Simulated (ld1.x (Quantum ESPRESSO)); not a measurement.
# Ti: generating and testing a TM potential

Task: generate the file, and judge it by its errors in other configurations, its logarithmic derivatives, its ghosts and its cutoff.

Program: ld1.x (Quantum ESPRESSO) 7.5. Reference atom: PBE, scalar-relativistic, spherical and spin-unpolarised. All values are calculated.

## Step 1: Starting point

The settings as typed:

```
element                 : titanium (Ti, Z = 22)
type                    : norm-conserving Troullier–Martins (Kleinman–Bylander form)
frozen core             : [Ar]
valence charge          : 4
reference configuration : 3d2 4s2 4p0
partial waves           : 4s (bound): rc 2.65 bohr; 4p (bound, empty): rc 3.70 bohr; 3d (bound): rc 1.55 bohr
local potential         : the d channel
core correction         : not asked for
```

The nodes and maxima of the atom's own shells, from an earlier all-electron run, set the scale for the radii.

All-electron outer shells of the reference configuration (PBE, scalar-relativistic, ld1.x):

| shell | level (eV) | outermost node (bohr) | outermost maximum (bohr) |
| --- | --- | --- | --- |
| 3s | -62.63 | 0.40 | 0.87 |
| 3p | -38.86 | 0.37 | 0.90 |
| 4s | -4.47 | 1.24 | 2.92 |
| 3d | -4.26 | – | 0.98 |
| 4p | -1.47 | 1.39 | 3.80 |

## Step 2: Generation

Contents of Ti.in:

```
 &input
   title='Ti', zed=22., rel=1, dft='PBE', iswitch=3,
   config='[Ar] 3d2 4s2 4p0',
   nld=3, rlderiv=4.00, eminld=-2.0, emaxld=5.0, deld=0.02
 /
 &inputp
   pseudotype=2, tm=.true., lloc=2,
   nlcc=.false.,
   file_pseudopw='Ti.UPF', file_wfcaegen='ae.wfc', file_wfcncgen='nc.wfc', file_beta='beta', file_chi='chi'
 /
3
4S  1  0   2.00   0.00  2.65  2.65  0.0
4P  2  1   0.00   0.00  3.70  3.70  0.0
3D  3  2   2.00   0.00  1.55  1.55  0.0
 &test
   configts(1)='3d2 4s2 4p0'
 /
```

On the command line:

```
$ ld1.x < Ti.in > Ti.out
```

What the program wrote to Ti.out (without the banner and most projector matrices):

```text
     Program LD1 v.7.5
     --------------------------- All-electron run ----------------------------

     Ti
     scalar relativistic calculation

     atomic number is 22.00
     dft =PBE   lsd =0 sic =0 latt =0  beta=0.20 tr2=1.0E-14
     Exchange-correlation= PBE
                           (   1   4   3   4   0   0   0)
     mesh =1177 r(mesh) = 100.37945 a.u. xmin = -7.00 dx = 0.01250
     1 Ry =  13.60569312 eV, c = 137.03599908

     n l     nl                  e(Ry)          e(Ha)          e(eV)
     1 0     1S 1( 2.00)      -357.8563      -178.9282     -4868.8833
     2 0     2S 1( 2.00)       -39.4641       -19.7321      -536.9370
     2 1     2P 1( 6.00)       -32.6525       -16.3262      -444.2596
     3 0     3S 1( 2.00)        -4.6035        -2.3017       -62.6334
     3 1     3P 1( 6.00)        -2.8562        -1.4281       -38.8608
     3 2     3D 1( 2.00)        -0.3130        -0.1565        -4.2588
     4 0     4S 1( 2.00)        -0.3283        -0.1641        -4.4667
     4 1     4P 1( 0.00)        -0.1078        -0.0539        -1.4663

     final scf error:  4.4E-15 reached in  24 iterations

     Etot =   -1707.131133 Ry,    -853.565567 Ha,  -23226.702321 eV

     Ekin =    1721.499962 Ry,     860.749981 Ha,   23422.200193 eV
     Encl =   -4058.485530 Ry,   -2029.242765 Ha,  -55218.508665 eV
     Eh   =     713.696309 Ry,     356.848154 Ha,    9710.332963 eV
     Exc  =     -83.841874 Ry,     -41.920937 Ha,   -1140.726812 eV

     normalization and overlap integrals

     s(1S/1S) =  1.000000  <r> =   0.0696  <r2> =    0.0065  r(max) =   0.0455
     s(2S/2S) =  1.000000  <r> =   0.3249  <r2> =    0.1249  r(max) =   0.2682
     s(2P/2P) =  1.000000  <r> =   0.2899  <r2> =    0.1037  r(max) =   0.2196
     s(3S/3S) =  1.000000  <r> =   1.0069  <r2> =    1.1699  r(max) =   0.8685
     s(3P/3P) =  1.000000  <r> =   1.0860  <r2> =    1.3907  r(max) =   0.9016
     s(3D/3D) =  1.000000  <r> =   1.6171  <r2> =    3.5729  r(max) =   0.9841
     s(4S/4S) =  1.000000  <r> =   3.5139  <r2> =   14.2499  r(max) =   2.9196
     s(4P/4P) =  1.000000  <r> =   4.8655  <r2> =   27.9402  r(max) =   3.7960

     ------------------------ End of All-electron run ------------------------

     --------------------- Generating NC pseudopotential ---------------------

      Generating local pot.: lloc=2, matching radius rcloc =   1.5500

      Wfc   4S  rcut= 2.675  Using Troullier-Martins method

      Wfc   4P  rcut= 3.702  Using Troullier-Martins method

     ------------------- End of pseudopotential generation -------------------

     [... the all-electron block is printed once more ...]


     Computing logarithmic derivative in   4.01576
     Computing logarithmic derivative in   4.01576
     Computing the partial wave expansion
     R is outside the sphere for l=    0 j= 0.00
     R is outside the sphere for l=    1 j= 0.00
       no projector for channel:   2

     ---------------------- Testing the pseudopotential ----------------------

     Ti
     scalar relativistic calculation

     atomic number is 22.00   valence charge is  4.00
     dft =PBE   lsd =0 sic =0 latt =0  beta=0.20 tr2=1.0E-14
     mesh =1177 r(mesh) = 100.37945 xmin = -7.00 dx = 0.01250

     n l     nl             e AE (Ry)        e PS (Ry)    De AE-PS (Ry)
     3 2     3D   1( 2.00)       -0.31302       -0.31302       -0.00000
     1 0     4S   1( 2.00)       -0.32830       -0.32830        0.00000
     2 1     4P   1( 0.00)       -0.10777       -0.10777        0.00000

     eps = 8.8E-15  iter = 34

     Etot =   -1707.131133 Ry,    -853.565567 Ha,  -23226.702321 eV
     Etotps =    -6.564304 Ry,      -3.282152 Ha,     -89.311900 eV

     Ekin =      13.321365 Ry,       6.660682 Ha,     181.246402 eV
     Encl =     -24.374108 Ry,     -12.187054 Ha,    -331.626630 eV
     Ehrt =       5.854119 Ry,       2.927060 Ha,      79.649351 eV
     Ecxc =      -1.980880 Ry,      -0.990440 Ha,     -26.951250 eV
     Epseu=       0.615200 Ry,       0.307600 Ha,       8.370227 eV

     ---------------------- End of pseudopotential test ----------------------
```

It took 1.5 s on 1 thread of Neoverse-V1, shared host. (Generation and the later configuration tests together.)

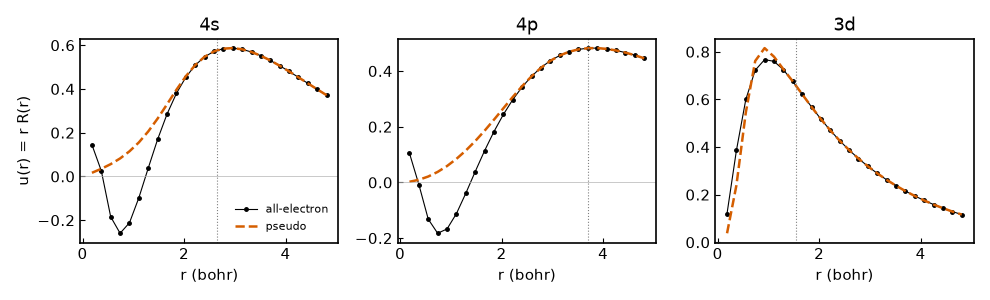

All-electron and pseudo partial waves (4s, 4p, 3d), with the matching radii dotted. The curves join 26 sampled radii, too few to resolve the innermost nodes.

## Step 3: Configuration tests

Contents of Ti.test.in:

```
 &input
   title='Ti', zed=22., rel=1, dft='PBE', iswitch=2,
   config='[Ar] 3d2 4s2 4p0'
 /
 &test
   file_pseudo='Ti.UPF', nconf=8,
   configts(1)='3d2 4s2 4p0',
   configts(2)='3d2 4s1 4p0',
   configts(3)='3d2 4s0 4p0',
   configts(4)='3d1 4s0 4p0',
   configts(5)='3d2.5 4s1.5 4p0',
   configts(6)='3d2 4s0 4p2',
   configts(7)='3d2 4s1.5 4p0',
   configts(8)='3d1 4s2 4p0'
 /
```

On the command line:

```
$ ld1.x < Ti.test.in > Ti.test.out
```

Ti.test.out, the pseudopotential blocks, each with the warnings that came before it:

```text
     ---------------------- Testing the pseudopotential ----------------------

     Ti
     scalar relativistic calculation

     atomic number is 22.00   valence charge is  4.00
     dft =PBE   lsd =0 sic =0 latt =0  beta=0.20 tr2=1.0E-14
     mesh =1177 r(mesh) = 100.37945 xmin = -7.00 dx = 0.01250

     n l     nl             e AE (Ry)        e PS (Ry)    De AE-PS (Ry)
     3 2     3D   1( 2.00)       -0.31302       -0.31302       -0.00000
     1 0     4S   1( 2.00)       -0.32830       -0.32830        0.00000
     2 1     4P   1( 0.00)       -0.10777       -0.10777        0.00000

     eps = 8.8E-15  iter = 34

     Etot =   -1707.131133 Ry,    -853.565567 Ha,  -23226.702321 eV
     Etotps =    -6.564304 Ry,      -3.282152 Ha,     -89.311900 eV

     Ekin =      13.321365 Ry,       6.660682 Ha,     181.246402 eV
     Encl =     -24.374108 Ry,     -12.187054 Ha,    -331.626630 eV
     Ehrt =       5.854119 Ry,       2.927060 Ha,      79.649351 eV
     Ecxc =      -1.980880 Ry,      -0.990440 Ha,     -26.951250 eV
     Epseu=       0.615200 Ry,       0.307600 Ha,       8.370227 eV

     ---------------------- End of pseudopotential test ----------------------

     ---------------------- Testing the pseudopotential ----------------------

     Ti
     scalar relativistic calculation

     atomic number is 22.00   valence charge is  4.00
     dft =PBE   lsd =0 sic =0 latt =0  beta=0.20 tr2=1.0E-14
     mesh =1177 r(mesh) = 100.37945 xmin = -7.00 dx = 0.01250

     n l     nl             e AE (Ry)        e PS (Ry)    De AE-PS (Ry)
     3 2     3D   1( 2.00)       -0.83550       -0.83171       -0.00379
     1 0     4S   1( 1.00)       -0.76075       -0.75753       -0.00323
     2 1     4P   1( 0.00)       -0.48549       -0.48429       -0.00120

     eps = 7.3E-15  iter = 61

     Etot =   -1706.591160 Ry,    -853.295580 Ha,  -23219.355616 eV
     Etotps =    -6.025138 Ry,      -3.012569 Ha,     -81.976173 eV
     dEtot_ae =       0.539973 Ry
     dEtot_ps =       0.539166 Ry,   Delta E=       0.000807 Ry

     Ekin =      13.792719 Ry,       6.896359 Ha,     187.659498 eV
     Encl =     -22.646952 Ry,     -11.323476 Ha,    -308.127482 eV
     Ehrt =       4.079120 Ry,       2.039560 Ha,      55.499248 eV
     Ecxc =      -1.665860 Ry,      -0.832930 Ha,     -22.665177 eV
     Epseu=       0.415836 Ry,       0.207918 Ha,       5.657740 eV

     ---------------------- End of pseudopotential test ----------------------

     Warning: n=2, l=1 expected 0 nodes, found 1
     ---------------------- Testing the pseudopotential ----------------------

     Ti
     scalar relativistic calculation

     atomic number is 22.00   valence charge is  4.00
     dft =PBE   lsd =0 sic =0 latt =0  beta=0.20 tr2=1.0E-14
     mesh =1177 r(mesh) = 100.37945 xmin = -7.00 dx = 0.01250

     n l     nl             e AE (Ry)        e PS (Ry)    De AE-PS (Ry)
     3 2     3D   1( 2.00)       -1.44648       -1.42667       -0.01981  !
     1 0     4S   1( 0.00)       -1.24186       -1.20768       -0.03419  !
     2 1     4P   1( 0.00)       -0.91224       -1.01858        0.10634  !

     eps = 9.7E-15  iter = 13

     Etot =   -1705.593615 Ry,    -852.796807 Ha,  -23205.783315 eV
     Etotps =    -5.042781 Ry,      -2.521390 Ha,     -68.610527 eV
     dEtot_ae =       1.537519 Ry
     dEtot_ps =       1.521523 Ry,   Delta E=       0.015996 Ry

     Ekin =      14.400566 Ry,       7.200283 Ha,     195.929688 eV
     Encl =     -20.645025 Ry,     -10.322512 Ha,    -280.889870 eV
     Ehrt =       2.574332 Ry,       1.287166 Ha,      35.025566 eV
     Ecxc =      -1.372654 Ry,      -0.686327 Ha,     -18.675911 eV

     ---------------------- End of pseudopotential test ----------------------

     Warning: n=1, l=0 expected 0 nodes, found 1
     ---------------------- Testing the pseudopotential ----------------------

     Ti
     scalar relativistic calculation

     atomic number is 22.00   valence charge is  4.00
     dft =PBE   lsd =0 sic =0 latt =0  beta=0.20 tr2=1.0E-14
     mesh =1177 r(mesh) = 100.37945 xmin = -7.00 dx = 0.01250

     n l     nl             e AE (Ry)        e PS (Ry)    De AE-PS (Ry)
     3 2     3D   1( 1.00)       -2.54976       -2.52985       -0.01991  !
     1 0     4S   1( 0.00)       -1.94362       -2.30516        0.36155  !
     2 1     4P   1( 0.00)       -1.53584       -1.53584        0.00000

     eps = 5.5E-16  iter = 14

     Etot =   -1703.612957 Ry,    -851.806478 Ha,  -23178.835093 eV
     Etotps =    -3.078587 Ry,      -1.539293 Ha,     -41.886303 eV
     dEtot_ae =       3.518176 Ry
     dEtot_ps =       3.485717 Ry,   Delta E=       0.032459 Ry

     Ekin =       8.451926 Ry,       4.225963 Ha,     114.994307 eV
     Encl =     -11.618365 Ry,      -5.809183 Ha,    -158.075915 eV
     Ehrt =       0.722715 Ry,       0.361357 Ha,       9.833034 eV
     Ecxc =      -0.634861 Ry,      -0.317431 Ha,      -8.637730 eV

     ---------------------- End of pseudopotential test ----------------------

     ---------------------- Testing the pseudopotential ----------------------

     Ti
     scalar relativistic calculation

     atomic number is 22.00   valence charge is  4.00
     dft =PBE   lsd =0 sic =0 latt =0  beta=0.20 tr2=1.0E-14
     mesh =1177 r(mesh) = 100.37945 xmin = -7.00 dx = 0.01250

     n l     nl             e AE (Ry)        e PS (Ry)    De AE-PS (Ry)
     3 2     3D   1( 2.50)       -0.21215       -0.20876       -0.00338
     1 0     4S   1( 1.50)       -0.29708       -0.29831        0.00123
     2 1     4P   1( 0.00)       -0.09238       -0.09371        0.00133

     eps = 4.1E-15  iter = 25

     Etot =   -1707.105206 Ry,    -853.552603 Ha,  -23226.349556 eV
     Etotps =    -6.537087 Ry,      -3.268544 Ha,     -88.941606 eV
     dEtot_ae =       0.025928 Ry
     dEtot_ps =       0.027216 Ry,   Delta E=      -0.001288 Ry

     Ekin =      15.013441 Ry,       7.506721 Ha,     204.268276 eV
     Encl =     -26.039017 Ry,     -13.019508 Ha,    -354.278873 eV
     Ehrt =       6.168806 Ry,       3.084403 Ha,      83.930878 eV
     Ecxc =      -2.083160 Ry,      -1.041580 Ha,     -28.342838 eV
     Epseu=       0.402842 Ry,       0.201421 Ha,       5.480951 eV

     ---------------------- End of pseudopotential test ----------------------

     ---------------------- Testing the pseudopotential ----------------------

     Ti
     scalar relativistic calculation

     atomic number is 22.00   valence charge is  4.00
     dft =PBE   lsd =0 sic =0 latt =0  beta=0.20 tr2=1.0E-14
     mesh =1177 r(mesh) = 100.37945 xmin = -7.00 dx = 0.01250

     n l     nl             e AE (Ry)        e PS (Ry)    De AE-PS (Ry)
     3 2     3D   1( 2.00)       -0.48476       -0.48571        0.00095
     1 0     4S   1( 0.00)       -0.43039       -0.42631       -0.00409
     2 1     4P   1( 2.00)       -0.18992       -0.18926       -0.00066

     eps = 9.3E-15  iter = 23

     Etot =   -1706.669001 Ry,    -853.334501 Ha,  -23220.414691 eV
     Etotps =    -6.104913 Ry,      -3.052456 Ha,     -83.061572 eV
     dEtot_ae =       0.462132 Ry
     dEtot_ps =       0.459391 Ry,   Delta E=       0.002742 Ry

     Ekin =      14.185933 Ry,       7.092966 Ha,     193.009451 eV
     Encl =     -23.977623 Ry,     -11.988811 Ha,    -326.232179 eV
     Ehrt =       5.286080 Ry,       2.643040 Ha,      71.920778 eV
     Ecxc =      -1.853320 Ry,      -0.926660 Ha,     -25.215709 eV
     Epseu=       0.254018 Ry,       0.127009 Ha,       3.456087 eV

     ---------------------- End of pseudopotential test ----------------------

     ---------------------- Testing the pseudopotential ----------------------

     Ti
     scalar relativistic calculation

     atomic number is 22.00   valence charge is  4.00
     dft =PBE   lsd =0 sic =0 latt =0  beta=0.20 tr2=1.0E-14
     mesh =1177 r(mesh) = 100.37945 xmin = -7.00 dx = 0.01250

     n l     nl             e AE (Ry)        e PS (Ry)    De AE-PS (Ry)
     3 2     3D   1( 2.00)       -0.56216       -0.56078       -0.00138
     1 0     4S   1( 1.50)       -0.53778       -0.53728       -0.00049
     2 1     4P   1( 0.00)       -0.28871       -0.28881        0.00009

     eps = 4.1E-15  iter = 30

     Etot =   -1706.915276 Ry,    -853.457638 Ha,  -23223.765429 eV
     Etotps =    -6.348509 Ry,      -3.174255 Ha,     -86.375866 eV
     dEtot_ae =       0.215858 Ry
     dEtot_ps =       0.215795 Ry,   Delta E=       0.000063 Ry

     Ekin =      13.545604 Ry,       6.772802 Ha,     184.297332 eV
     Encl =     -23.550480 Ry,     -11.775240 Ha,    -320.420608 eV
     Ehrt =       4.945677 Ry,       2.472839 Ha,      67.289368 eV
     Ecxc =      -1.825418 Ry,      -0.912709 Ha,     -24.836083 eV
     Epseu=       0.536108 Ry,       0.268054 Ha,       7.294125 eV

     ---------------------- End of pseudopotential test ----------------------

     BEWARE! Errors in PS-KS equations
     Warning: n=3, l=2 expected 0 nodes, found 1
     ---------------------- Testing the pseudopotential ----------------------

     Ti
     scalar relativistic calculation

     atomic number is 22.00   valence charge is  4.00
     dft =PBE   lsd =0 sic =0 latt =0  beta=0.20 tr2=1.0E-14
     mesh =1177 r(mesh) = 100.37945 xmin = -7.00 dx = 0.01250

     n l     nl             e AE (Ry)        e PS (Ry)    De AE-PS (Ry)
     3 2     3D   1( 1.00)       -1.16621       -2.52985        1.36364  !
     1 0     4S   1( 2.00)       -0.87720       -0.87456       -0.00264
     2 1     4P   1( 0.00)       -0.56807       -0.56807        0.00000

     eps = 2.1E-15  iter = 31

     Etot =   -1706.414923 Ry,    -853.207461 Ha,  -23216.957777 eV
     Etotps =    -4.827704 Ry,      -2.413852 Ha,     -65.684255 eV
     dEtot_ae =       0.716211 Ry
     dEtot_ps =       1.736600 Ry,   Delta E=      -1.020389 Ry

     Ekin =       6.702808 Ry,       3.351404 Ha,      91.196355 eV
     Encl =     -11.618365 Ry,      -5.809183 Ha,    -158.075914 eV
     Ehrt =       0.722715 Ry,       0.361357 Ha,       9.833034 eV
     Ecxc =      -0.634861 Ry,      -0.317431 Ha,      -8.637730 eV

     ---------------------- End of pseudopotential test ----------------------
```

1 test gave no usable energy difference (3d1 4s2 4p0).

Excitation and ionisation energies from 3d2 4s2 4p0, with the error of the potential. A star marks tests that logged a warning.

```tsv
valence configuration	charge	ΔE all-electron (eV)	error AE − PS (meV)
3d2 4s1 4p0	+1	7.347	+11
3d2 4s0 4p0 *	+2	20.919	+218
3d1 4s0 4p0 *	+3	47.867	+442
3d2.5 4s1.5 4p0	0	0.353	-18
3d2 4s0 4p2	0	6.288	+37
3d2 4s1.5 4p0	+0.5	2.937	+0.9
```

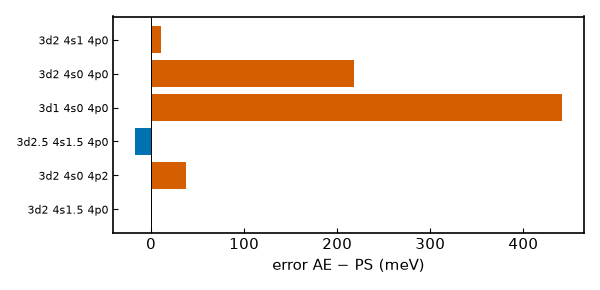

Error of the potential in each test configuration.

## Step 4: Logarithmic derivatives

Taken from the files of the generation run. The phase is arctan(r·u′/u) with u = r·R, unwrapped, with energies in Ry. A pole is an energy at which the radial function vanishes at the test radius. The pseudo phase is shifted by a multiple of π to meet the all-electron one at the reference energy. Levels narrower than the energy grid can be missing from the poles. The last column is the largest difference on the grid between −1 and +1 Ry.

| channel | radius (bohr) | reference (Ry) | poles AE | poles PS | window around the reference with phases within 0.05 rad (Ry) | largest difference near zero (rad) |
| --- | --- | --- | --- | --- | --- | --- |
| s | 4.02 | -0.33 | 0.14, 3.29 | 0.13, 1.92, 4.35 | below 0.8 | 0.080 |
| p | 4.02 | -0.11 | 0.66, 3.88 | 0.64, 3.14 | below 1.3 | 0.015 |
| d | 4.02 | -0.31 | -0.27, 1.62, 4.82 | -0.27, 1.65 | below 2.6 | 0.026 |

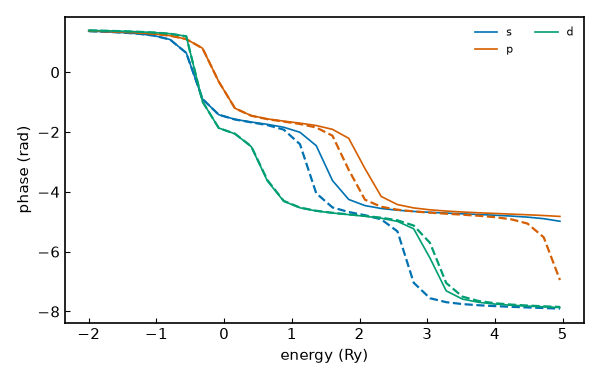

Phases by channel: all-electron solid, pseudo dashed.

## Step 5: Cutoff and ghost test in a Bessel basis

A separate test, outside the generator: the pseudo-atom's Hamiltonian at the reference potential is diagonalised in spherical Bessel functions j_l(qr) that vanish at 20 bohr, with q² up to the cutoff.

All-electron valence levels (Ry): 4s -0.3283, 4p -0.1078, 3d -0.3130. The lowest levels of each channel (Ry) by cutoff; the last column sums, over occupied levels, occupation times the distance from the level at 400 Ry. A positive value at high cutoff is not a bound level.

| cutoff (Ry) | s #1 | s #2 | p #1 | p #2 | d #1 | f #1 | Σ f·Δε (mRy) |
| --- | --- | --- | --- | --- | --- | --- | --- |
| 8 | -5.1884 | -0.3265 | -0.1078 | 0.0434 | 0.0346 | 0.1040 | 698.9 |
| 18 | -11.0645 | -0.3283 | -2.0233 | -0.1078 | 0.0225 | 0.1040 | 671.0 |
| 30 | -12.7325 | -0.3283 | -4.1783 | -0.1078 | -0.0302 | 0.1040 | 565.6 |
| 50 | -13.4043 | -0.3283 | -5.2135 | -0.1078 | -0.2487 | 0.1040 | 128.7 |
| 70 | -13.4361 | -0.3283 | -5.3574 | -0.1078 | -0.3069 | 0.1040 | 12.2 |
| 80 | -13.4362 | -0.3283 | -5.3663 | -0.1078 | -0.3113 | 0.1040 | 3.4 |
| 90 | -13.4367 | -0.3283 | -5.3673 | -0.1078 | -0.3128 | 0.1040 | 0.5 |
| 110 | -13.4381 | -0.3283 | -5.3675 | -0.1078 | -0.3129 | 0.1040 | 0.2 |
| 400 | -13.4390 | -0.3283 | -5.3684 | -0.1078 | -0.3130 | 0.1040 | 0.0 |

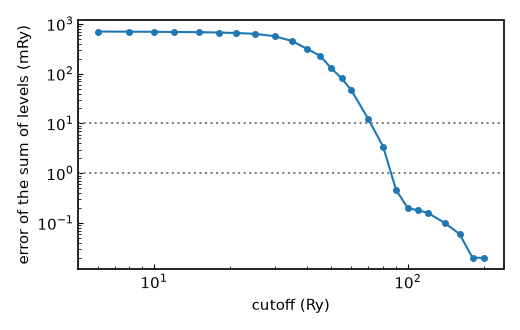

Occupation-weighted error of the valence levels against the cutoff; the dotted lines mark 10 and 1 mRy.

The sum stays within 10 mRy from 80 Ry and within 1 mRy from 90 Ry. The sum leaves out empty levels, which can need more. Ghost test: ghost states, bound below the all-electron valence or empty levels of the same l: s at -182.8 eV, p at -73.0 eV.

## Step 6: Results

| quantity | value |
| --- | --- |
| cutoffs for 10 and 1 mRy, occupied levels | 80 Ry and 90 Ry |
| bound ghosts | s at -182.85 eV, p at -73.04 eV |
| largest test error (AE − PS) | +442 meV, for 3d1 4s0 4p0 (one of 3 tests with a warning) (1 test unsolved) |
| largest phase difference near zero energy, channels read | 0.080 rad |

It has a bound ghost (s, p), a state that the atom doesn't have, and that rules the file out. By total energies transferability is poor: the largest error is 442 meV on 47.9 eV, for 3d1 4s0 4p0. That test lies far up in energy; among those under 40 eV, nearer to bonding, the largest error is 218 meV. Of the tests 1 gave no usable energy difference, which is a warning in itself. It counts as hard, with 80 Ry needed at the looser tolerance. The slowest occupied level is 3d: taken alone it needs 90 Ry to come within 1 mRy, against 12 Ry for 4s. Of the channels read, s scatters worst near zero energy, by up to 0.08 rad. The pseudo curves have a pole with no partner nearby in the atom's: s at 1.92 Ry. At positive energy that is a spurious or a displaced resonance. All of this concerns the isolated atom, not yet a solid.
